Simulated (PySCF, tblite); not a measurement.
# C₄H₇FO: magnetic properties

What do calculations give for the magnetic properties of C₄H₇FO (`C/C=C(/F)CO`)?

Computed with tblite 0.8.0 and PySCF 2.14.0 and routines of our own; the level stands in each step. Atoms count from 0.

## Step 1: The system as given

13 atoms, charge 0, multiplicity 1; geometry from: force field or distance geometry start.

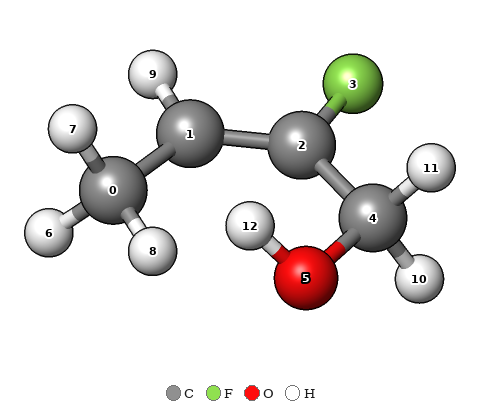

The starting geometry (carbon grey, fluorine green, oxygen red, hydrogen white).

## Step 2: Geometry optimisation with GFN2-xTB, one coordinate held

The job: settings as JSON, then the geometry in Å.

```
{"job": {"kind": "relax", "xc": "GFN2-xTB", "basis": "xTB"}, "charge": 0, "multiplicity": 1}
C     -1.713100    -0.606500    -0.500700
C     -1.016800     0.539500     0.144300
C      0.320400     0.713600     0.287000
F      0.698900     1.855200     0.916800
C      1.407900    -0.191900    -0.178100
O      0.840700    -1.326600    -0.838400
H     -2.382700    -0.218800    -1.287600
H     -2.330200    -1.124100     0.241900
H     -1.043900    -1.333600    -0.958400
H     -1.662800     1.303200     0.576800
H      2.094800     0.282200    -0.888400
H      1.982000    -0.547500     0.676200
H      0.053700    -1.580300    -0.311900
```

Launch:

```
$ OMP_NUM_THREADS=1 python excited_run.py task.json out
```

The driver reads the jobs from task.json and runs them one after another.

What it wrote:

```text
step      E/eV     max force
  0    -567.90133    2.137
  1    -568.02208    1.840
  2    -568.12879    0.976
  3    -568.26229    0.785
  4    -568.34230    0.766
  5    -568.41207    0.664
  6    -568.47285    0.552
  7    -568.51619    0.455
  8    -568.54124    0.406
  9    -568.55866    0.289
 10    -568.56854    0.260
 11    -568.57338    0.191
 12    -568.57702    0.142
 13    -568.58032    0.150
 14    -568.58310    0.151
 15    -568.58535    0.135
 16    -568.58717    0.101
 17    -568.58873    0.099
 18    -568.59016    0.097
 19    -568.59160    0.136
 20    -568.59335    0.151
 21    -568.59561    0.138
 22    -568.59810    0.183
 23    -568.60013    0.178
 24    -568.60123    0.142
 25    -568.60164    0.097
 26    -568.60188    0.083
 27    -568.60202    0.067
 28    -568.60212    0.072
 29    -568.60221    0.071
 30    -568.60235    0.077
 31    -568.60243    0.081
 32    -568.60253    0.086
 33    -568.60259    0.088
 34    -568.60267    0.090
 35    -568.60278    0.092
 36    -568.60291    0.097
 37    -568.60303    0.107
 38    -568.60315    0.119
 39    -568.60327    0.132
 40    -568.60339    0.142
 41    -568.60350    0.145
 42    -568.60356    0.141
 43    -568.60361    0.135
 44    -568.60367    0.127
 45    -568.60372    0.120
 46    -568.60377    0.119
 47    -568.60382    0.121
 48    -568.60387    0.125
 49    -568.60395    0.128
 50    -568.60405    0.130
 51    -568.60414    0.127
 52    -568.60422    0.122
 53    -568.60430    0.117
 54    -568.60438    0.115
 55    -568.60445    0.116
 56    -568.60449    0.120
 57    -568.60453    0.122
 58    -568.60457    0.124
 59    -568.60462    0.123
 60    -568.60468    0.120
 61    -568.60474    0.115
 62    -568.60483    0.108
 63    -568.60495    0.107
 64    -568.60507    0.101
 65    -568.60513    0.097
 66    -568.60516    0.099
 67    -568.60517    0.099
```

Run time: 0.31 s. Hardware: 1 thread of Arm Neoverse V2, shared host.

One coordinate is held by a constraint (a dihedral, as typed in the start), so the force along it need not vanish.

Along the way: (not every step is listed)

```csv
step,energy from step 0 (eV),largest force (eV/Å)
0,0.0000,2.1375
1,-0.1207,1.8400
2,-0.2275,0.9756
3,-0.3610,0.7851
4,-0.4410,0.7659
5,-0.5107,0.6640
6,-0.5715,0.5519
7,-0.6149,0.4553
8,-0.6399,0.4059
13,-0.6790,0.1499
18,-0.6888,0.0971
23,-0.6988,0.1784
28,-0.7008,0.0723
33,-0.7013,0.0883
38,-0.7018,0.1194
43,-0.7023,0.1350
48,-0.7025,0.1248
53,-0.7030,0.1173
58,-0.7032,0.1241
62,-0.7035,0.1084
63,-0.7036,0.1066
64,-0.7037,0.1007
65,-0.7038,0.0974
66,-0.7038,0.0987
67,-0.7038,0.0990
```

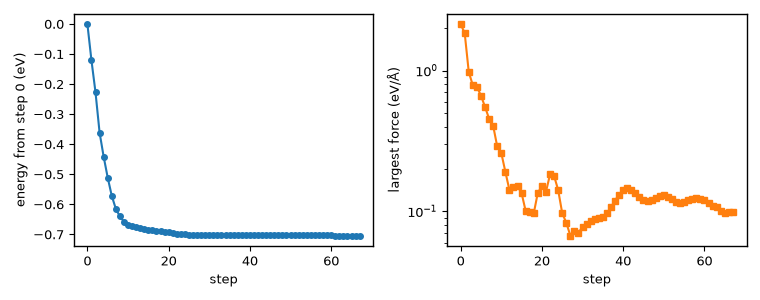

Energy and force, step by step.

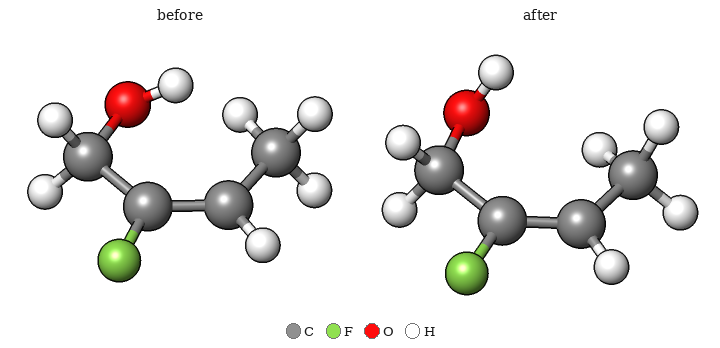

The geometry before (left) and after (right).

Distances of close pairs at the start and the end, largest changes first:

```csv
bond,before (Å),after (Å),change (Å)
C1–C2,1.356,1.323,-0.033
C4–O5,1.430,1.400,-0.030
O5–H12,0.980,0.964,-0.016
C2–C4,1.490,1.505,+0.016
C0–H6,1.104,1.088,-0.015
C4–H11,1.089,1.102,+0.013
C2–F3,1.358,1.366,+0.008
C1–H9,1.090,1.082,-0.008
```

The end geometry stands in the next job.

## Step 3: Magnetic properties: GIAO KT3/pcSseg-1

The job: settings as JSON, then the geometry in Å.

```
{"job": {"kind": "mag", "xc": "KT3", "basis": "pcSseg-1", "isotopologues": 0}, "charge": 0, "multiplicity": 1}
C     -1.844700    -0.517438    -0.544069
C     -1.069843     0.574969     0.114828
C      0.242904     0.664016     0.250441
F      0.741261     1.783988     0.852167
C      1.384556    -0.231910    -0.150101
O      1.031088    -1.429230    -0.783977
H     -2.671933    -0.084351    -1.103085
H     -2.270380    -1.186122     0.205654
H     -1.226772    -1.093697    -1.225011
H     -1.653480     1.388498     0.525731
H      2.010160     0.314160    -0.866284
H      1.997582    -0.416879     0.746683
H      0.578563    -1.997597    -0.150615
```

With the program's defaults for keys left out, this is: GIAO KT3/pcSseg-1 magnetisability, rotational g tensor and spin-rotation constants, non-relativistic, gas phase.

What it wrote:

```text
coarse grid: 10856 points
cycle   1  E = -336.0953644998  dE =  6.540e-01  |g| = 9.368e-01  |ddm| = 3.177e+00
cycle   2  E = -335.7393868214  dE =  3.560e-01  |g| = 1.644e+00  |ddm| = 2.460e+00
cycle   3  E = -336.2449848665  dE = -5.056e-01  |g| = 2.193e-01  |ddm| = 1.875e+00
cycle   4  E = -336.2553159687  dE = -1.033e-02  |g| = 9.557e-02  |ddm| = 2.885e-01
cycle   5  E = -336.2571781876  dE = -1.862e-03  |g| = 4.308e-02  |ddm| = 1.136e-01
cycle   6  E = -336.2576388282  dE = -4.606e-04  |g| = 6.187e-03  |ddm| = 4.087e-02
cycle   7  E = -336.2576475559  dE = -8.728e-06  |g| = 1.502e-03  |ddm| = 7.221e-03
final grid: 105248 points
cycle   8  E = -336.3310935966  dE = -1.556e-04  |g| = 2.563e-02  |ddm| = 5.254e-02
cycle   9  E = -336.3307863072  dE =  3.073e-04  |g| = 4.960e-02  |ddm| = 5.637e-02
cycle  10  E = -336.3311882518  dE = -4.019e-04  |g| = 4.074e-03  |ddm| = 4.175e-02
cycle  11  E = -336.3311926039  dE = -4.352e-06  |g| = 9.853e-04  |ddm| = 4.109e-03
cycle  12  E = -336.3311928186  dE = -2.147e-07  |g| = 2.012e-04  |ddm| = 1.040e-03
cycle  13  E = -336.3311928272  dE = -8.663e-09  |g| = 7.121e-05  |ddm| = 2.347e-04
cycle  14  E = -336.3311928283  dE = -1.034e-09  |g| = 2.050e-05  |ddm| = 7.538e-05
cycle  15  E = -336.3311928283  dE = -6.855e-11  |g| = 5.538e-06  |ddm| = 2.145e-05
converged SCF energy = -336.3311928283

Magnetisability tensor (1e-30 J/T^2)
     -808.37      -63.25      -41.41
      -63.25     -874.60      -18.73
      -41.41      -18.73     -850.63
isotropic -844.53   principal values    -931.22   -840.60   -761.77
isotropic susceptibility -50.859 1e-6 cm^3/mol

Inertial axes            a          b          c
rot. const./GHz      3.8804     3.4010     1.8642
chi total           -55.969    -46.074    -50.533
chi diamagnetic    -390.012   -411.894   -707.944
chi paramagnetic    334.043    365.820    657.412
quadrupole/D A       -2.935      1.222      1.714
g nuclear            0.5983     0.5554     0.5635
g electronic        -0.6089    -0.5845    -0.5757
g total             -0.0107    -0.0291    -0.0123

Spin-rotation constants (kHz, H = +C I.J)
atom  isotope        aa         bb         cc
  3    19F        4.194      5.364      1.495
  6     1H       -0.388     -0.081     -0.122
  7     1H       -0.353     -0.331      0.003
  8     1H       -0.244     -0.058     -0.152
  9     1H       -0.209      0.146     -0.209
 10     1H       -0.355     -0.215      0.038
 11     1H       -0.312     -0.169     -0.003
 12     1H       -0.408     -0.406     -0.055
  0    13C*       0.502      0.511      0.231
  1    13C*       1.421      1.008      0.277
  2    13C*       1.766      1.200      0.490
  4    13C*       0.678      0.796      0.472
  5    17O*      -0.453     -0.271     -0.118
* in the singly substituted isotopologue
```

Run time: 16 s. Hardware: 1 thread of Arm Neoverse V2, shared host; peak memory 0.51 GiB.

From this job:

```csv
quantity,value
magnetisability,-845·10⁻³⁰ J/T²
molar susceptibility,-50.9·10⁻⁶ cm³/mol
"rotational g (a, b, c)","-0.0107, -0.0291, -0.0123"
```

## Step 4: Outcome

| quantity | value |
| --- | --- |
| magnetisability (step 3, GIAO KT3/pcSseg-1) | -845·10⁻³⁰ J/T² |
| molar susceptibility (step 3, GIAO KT3/pcSseg-1) | -50.9·10⁻⁶ cm³/mol |
| rotational g (a, b, c) (step 3, GIAO KT3/pcSseg-1) | -0.0107, -0.0291, -0.0123 |

What this shows: The values above hold for this geometry and these levels alone. Vibrational averaging and real surroundings are missing from these values.
